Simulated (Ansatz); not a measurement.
# Amorphous C: valence band and core levels

How wide do site differences make the core lines of amorphous C?

Main program and level: Ansatz 0.2.0; DFT, PBEsol, plane-wave PAW, scalar-relativistic; PAW set soft_1.

## 1. Set-up

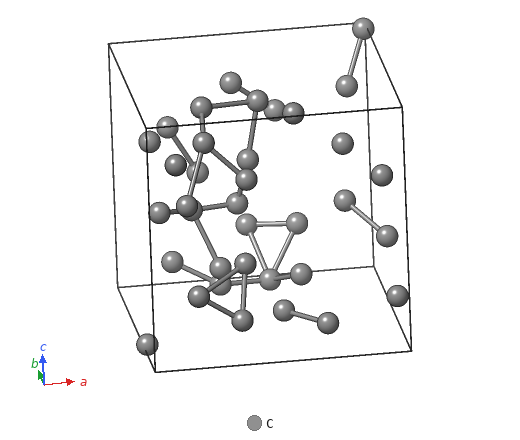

The cell as given, slightly off an axis (carbon grey). Bonds to atoms that aren't drawn are left out.

The cell holds 36 atoms: 36 C. Cell: a = 6.512 Å, b = 6.512 Å, c = 6.512 Å, α = 90.0°, β = 90.0°, γ = 90.0°. How the cell was made: glass; density 2.6 g/cm³; hottest run set to 3500 K; random start, relaxed, three short dynamics runs, relaxed.

## 2. Relaxation

Random starting positions are first pushed apart, with loose settings.

Input file input.yaml:

```yaml
crystal:
  lattice:
    - [6.5121219206, 0.0, 0.0]
    - [0.0, 6.5121219206, 0.0]
    - [0.0, 0.0, 6.5121219206]
  atoms:
    - { symbol: C, position: [0.2616121342, 0.2984911434, 0.8142257406] }
    - { symbol: C, position: [0.0919159421, 0.600100526, 0.7285605268] }
    - { symbol: C, position: [0.1879010734, 0.0551466273, 0.2749693679] }
    - { symbol: C, position: [0.6574330149, 0.5622656628, 0.1500622633] }
    - { symbol: C, position: [0.4326307908, 0.6692972986, 0.4227846733] }
    - { symbol: C, position: [0.6331843993, 0.9674359525, 0.6830648223] }
    - { symbol: C, position: [0.3916248331, 0.1872525697, 0.3459606656] }
    - { symbol: C, position: [0.3181466006, 0.9242168965, 0.4709098854] }
    - { symbol: C, position: [0.6937588422, 0.1072073085, 0.1045435584] }
    - { symbol: C, position: [0.2019074475, 0.8844496737, 0.6798114615] }
    - { symbol: C, position: [0.8492363236, 0.6444362692, 0.4065423977] }
    - { symbol: C, position: [0.5165781941, 0.5934435178, 0.8621179849] }
    - { symbol: C, position: [0.8293561258, 0.4980560549, 0.6925181318] }
    - { symbol: C, position: [0.3390253746, 0.5228285039, 0.216223391] }
    - { symbol: C, position: [0.4564306209, 0.8977341471, 0.8351832047] }
    - { symbol: C, position: [0.1717770151, 0.1812062262, 0.6038055173] }
    - { symbol: C, position: [0.1126328551, 0.0199107488, 0.8329969642] }
    - { symbol: C, position: [0.0994111179, 0.4505845356, 0.4884985731] }
    - { symbol: C, position: [0.5065514916, 0.9647618089, 0.2266260634] }
    - { symbol: C, position: [0.0128310935, 0.2966263297, 0.009805349] }
    - { symbol: C, position: [0.9818833432, 0.4458698794, 0.3183929991] }
    - { symbol: C, position: [0.6133276765, 0.2854326055, 0.9096330101] }
    - { symbol: C, position: [0.9618699582, 0.0594348654, 0.2090597192] }
    - { symbol: C, position: [0.5630231833, 0.7706602295, 0.0640242313] }
    - { symbol: C, position: [0.903327927, 0.8669729635, 0.7937554154] }
    - { symbol: C, position: [0.548691376, 0.2892779241, 0.1054804769] }
    - { symbol: C, position: [0.9439107664, 0.2446600957, 0.6407818595] }
    - { symbol: C, position: [0.3600975328, 0.6973233445, 0.0869161001] }
    - { symbol: C, position: [0.4699658802, 0.5884908037, 0.6264757359] }
    - { symbol: C, position: [0.6927954742, 0.891381373, 0.2412502099] }
    - { symbol: C, position: [0.4225408376, 0.2954200074, 0.6511033852] }
    - { symbol: C, position: [0.2834624647, 0.4874233951, 0.8915331539] }
    - { symbol: C, position: [0.9889826274, 0.9634961174, 0.9878528399] }
    - { symbol: C, position: [0.2455694152, 0.5988832018, 0.4358691437] }
    - { symbol: C, position: [0.3584517288, 0.0880217305, 0.1507389914] }
    - { symbol: C, position: [0.1815195187, 0.7381557834, 0.1802473626] }
kpoints:
  mp_grid: { grid: [1, 1, 1] }
scf:
  occupations: { method: fermi_dirac, width: 0.1 }
  n_extra_bands: 24
hamiltonian:
  xc: pbesol
  pseudopotentials: { kind: paw, azcp: { folder: soft_1 }, xc_functional: pbe }
output:
  forces: true
basis:
  ecutwfc: 320
relax:
  f_tol: 0.2
  max_steps: 25
```

On the command line:

```bash
ansatz run input.yaml --threads 8 --pin off --max-ram 23552MiB --backend cpu --events-out ev --progress --plain --runs-dir out
```

Numbers of over 12 decimals in the logs are rounded to 6 here.

Log:

```text
Warning: basis.ecutwfc = 320 eV is below the records' recommended 420 eV, and the density's cutoff is lower with it unless basis.ecutrho_ratio is high enough to keep the records' density cutoff: compare with a run at a higher cutoff
scf.n_extra_bands = 24 over 72 filled bands (N_el = 144.0): the run solves 96 bands
Engine: ansatz 0.2.0, aarch64-unknown-linux-gnu
Pseudopotentials: kind: paw
Pseudopotential: C, paw, valence charge 4, recommended cutoff 420 eV (normal), soft_1/C.paw.azcp
Functional definition: PBEsol
  exchange = pbesol_x
  correlation = pbesol_c
Crystal: 36 atoms, lattice volume = 276.164 Å³
Basis set: ecut = 320 eV, 3695 PW (Γ), exchange–correlation on 80×80×80 points (8 copies of the dense FFT grid, shifted against one another)
Bands: 96, of which v1, the nominal top of the filled ones, is band 72 counted from 1 (71 counted from 0)
Symmetry: 1 space group operations
Space group: P1 (ITA 1), of the structure as read, at distance tolerance 6.5e-5 Å
k-points: 1
Non-local potential: C, projectors of the file, l = 0: 2, l = 1: 2, l = 2: 1
PAW form: soft (Blöchl's): semilocal exchange-correlation on the pseudo side does not see the compensation charge
PAW frozen core: C, regenerated for the run's functional, and the local potential with it (the file was generated under x = pbe(κ = 0.804, μ = 0.219515), c = pbe(β = 0.066725))
PAW one-centre angular grid: C, 110 points (default); XC on 64 Gauss nodes
Initial density: superposition of atomic densities (chi_scale 0.1, normalization cell)
Initial wavefunctions: pseudopotential atomic-orbital guess
Functional: x = pbesol(κ = 0.804, μ = 0.123457), c = pbesol(β = 0.046)
SCF iter   1: F=—  HF=-8776.117888 eV  |F-HF|=—  |Δ(HF+E_count)|=         —  Δρ=1.00e-1  dr2=2.78e1  ethr=3.10e-3  ⟨swp⟩=5.0  Hψ=387  notcnv=0
preconditioner: auto → Kerker (q_TF=auto, 2.448 Å⁻¹)  [metal: Δε(μ)=0.139 eV  Ē_g=10.942 eV  σ=0.100 eV  W_gap=0.33  n_scr=80 (ndim 8)  ℏωp=26.8 eV  f_vac=0.001  D(μ)=10.70/eV (n_scr^D=80)]
SCF iter   2: F=—  HF=-8771.513412 eV  |F-HF|=—  |Δ(HF+E_count)|=    4.60e0  Δρ=5.59e-2  dr2=9.19e0  ethr=3.10e-3  ⟨swp⟩=3.0  Hψ=204  notcnv=0  defer=3
SCF iter   3: F=—  HF=-8769.089315 eV  |F-HF|=—  |Δ(HF+E_count)|=    2.42e0  Δρ=6.78e-3  dr2=1.76e-1  ethr=3.10e-3  ⟨swp⟩=3.0  Hψ=188  notcnv=0  defer=3
SCF iter   4: F=—  HF=-8769.083486 eV  |F-HF|=—  |Δ(HF+E_count)|=   5.83e-3  Δρ=2.13e-3  dr2=2.53e-2  ethr=1.22e-4  ⟨swp⟩=2.0  Hψ=136  notcnv=0  defer=3
SCF iter   5: F=—  HF=-8769.085714 eV  |F-HF|=—  |Δ(HF+E_count)|=   2.23e-3  Δρ=8.27e-4  dr2=5.06e-3  ethr=1.76e-5  ⟨swp⟩=2.0  Hψ=143  notcnv=0  defer=3
SCF iter   6: F=—  HF=-8769.086808 eV  |F-HF|=—  |Δ(HF+E_count)|=   1.09e-3  Δρ=3.27e-4  dr2=6.80e-4  ethr=3.51e-6  ⟨swp⟩=3.0  Hψ=186  notcnv=0  defer=3
[...]
relax step   5: F+E_penalty+E_count = -8805.47627897 eV  Δ(F+E_penalty+E_count) = -6.101e0 eV  max|allowed force component| = 3.150e0 eV/Å  Δτ_max = 0.1953 Å  (8 SCF iters, dr2 threshold 1.00e-4 eV, accepted)
relax step  10: F+E_penalty+E_count = -8830.55857356 eV  Δ(F+E_penalty+E_count) = -4.570e0 eV  max|allowed force component| = 5.206e0 eV/Å  Δτ_max = 0.1954 Å  (9 SCF iters, dr2 threshold 1.00e-4 eV, accepted)
relax step  15: F+E_penalty+E_count = -8838.25620898 eV  Δ(F+E_penalty+E_count) = -2.567e-1 eV  max|allowed force component| = 8.837e-1 eV/Å  Δτ_max = 0.0718 Å  (7 SCF iters, dr2 threshold 1.00e-4 eV, accepted)
relax step  20: F+E_penalty+E_count = -8839.87474536 eV  Δ(F+E_penalty+E_count) = -5.759e-1 eV  max|allowed force component| = 3.193e0 eV/Å  Δτ_max = 0.1946 Å  (7 SCF iters, dr2 threshold 1.00e-4 eV, accepted)
relax step  25: F+E_penalty+E_count = -8842.26659979 eV  Δ(F+E_penalty+E_count) = -3.522e-1 eV  max|allowed force component| = 1.264e0 eV/Å  Δτ_max = 0.1841 Å  (9 SCF iters, accepted)
Step failed. What follows is not a result of the run: it is the report of the last solve that finished, which converged after 9 SCF iterations.
Free energy (F): -8842.266600 eV
Harris-Foulkes:  -8842.266600 eV  (|F-HF|=9.62e-10)
Internal energy: -8842.162335 eV  (E = F + TS)
E sigma→0 (E₀):  -8842.214467 eV
Entropy (-TS):   -0.104265 eV (-2.896 meV/atom)
Fermi energy:    8.996290 eV
--- Per-component energies (eV) ---
  E_band       = 16.118625
  E_kinetic    = 3106.519137
  E_local      = -4284.473976  (includes V_loc(G=0)·N_el)
  E_nonlocal   = 829.968313
  E_hartree    = 1345.090068
  E_xc         = -1666.457209
  E_vxc        = -2060.845370  (∫ρ·V_xc dr)
  E_paw        = -3445.208245  (= ΣΔE_a)
  E_vpaw       = -265.230835  (= ΣTr[D̂ρ^β])
  E_aug_tail   = 0.002300  (compensation charges beyond the density's cutoff)
  E_ewald      = -4728.362340
  E_core_change = 0.759618  (= ΣΔE_core)
  E_smearing   = -0.104265  (= −TS)
  E_closure    = 0.000000  (closes the sum)
  Σ components = -8842.266600   (vs F -8842.266600, Δ=0.00e0)
--- Forces (eV/Å), atoms counted from 1 ---
  atom   1  C      0.05979720     0.27011833    -0.25588551
  atom   2  C     -0.85212790     0.10028766     1.09424004
  atom   3  C     -0.30729177     0.31174427    -0.04203403
  atom   4  C     -0.29498173     0.20718787     0.16934233
  atom   5  C      0.92434697    -0.07222000    -0.67842259
  atom   6  C      0.11673036     0.05693246    -0.02985559
  atom   7  C     -0.16537281    -0.20507863    -0.28429094
  atom   8  C      0.09406965     0.33777208     0.26264590
[...]
atom  33  C     -0.12906871    -0.38903134     0.07909151
  atom  34  C      0.00149832    -0.07777555     0.24721891
  atom  35  C      0.43843083     0.84343003    -0.21483328
  atom  36  C     -0.29013490     0.42781975    -0.12132904
  max |Σ_I F_I| component: 6.09e-5 eV/Å
End of that report.
Error: geometry relaxation did not converge after 25 steps: max|allowed force component| = 1.26e0 eV/Å (threshold 2.0e-1). Raise `relax.max_steps` over both its present limit and 25, loosen `relax.f_tol`, or start from a geometry closer to equilibrium. Where this run's directory can be resumed (`checkpoint.write`), a resume goes on for up to `relax.max_steps` more
```

The job ended after 11 s (8 threads of Arm Neoverse V2, shared host; peak memory 0.33 GiB).

The run stopped before the relaxation met all its tests.

The program's message: “Error: geometry relaxation did not converge after 25 steps: max|allowed force component| = 1.26e0 eV/Å (threshold 2.0e-1). Raise `relax.max_steps` over both its present limit and 25, loosen `relax.f_t …”

(Part 1 of 7 ends here.)

[Logs are printed without paths, hosts, clocks, repeated set-up lines and the standing remarks that a program may print on its own settings, such as how far it seeks lower states.]

[Hosts, paths, dates, database ids (printed as entryN), source tags and the programs' standing remarks are cut or masked in the printed files.]

[Maps of the electrostatic potential energy from Ansatz leave out the sawtooth potential of an applied field or a dipole correction, so their vacuum need not be flat; work functions include it.]
